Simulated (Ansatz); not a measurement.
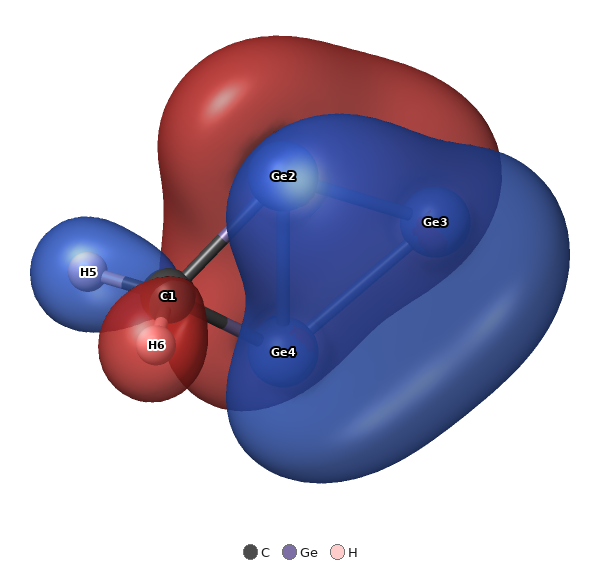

*CH2Ge3 (SMILES [CH2]1[Ge]2=[Ge]=[Ge]12). The HOMO at ±0.06 Å⁻³ᐟ² (blue and red are the two phases), seen at a tilt.*

Geometry: PBE0-D3(BJ)/def2-SVP.

These are results of Ansatz, isolated molecule in a Gaussian basis; Kohn-Sham density functional theory, functional PBE0, not measurements.

```xyz
6

C    -2.2514   -1.6158    0.8551
Ge   -0.3272   -1.7563    1.3706
Ge    0.6146   -3.7361    0.3843
Ge   -1.7066   -3.3017   -0.0663
H    -2.5153   -0.7721    0.2010
H    -2.9791   -1.7259    1.6721
```

> Describe this orbital and give its energy.

By Hirshfeld shares it lies mainly on Ge3 (about 35 %), Ge2 (about 30 %) and Ge4 (about 30 %); π-bonding across Ge3–Ge2. Its energy is −6.16 eV.
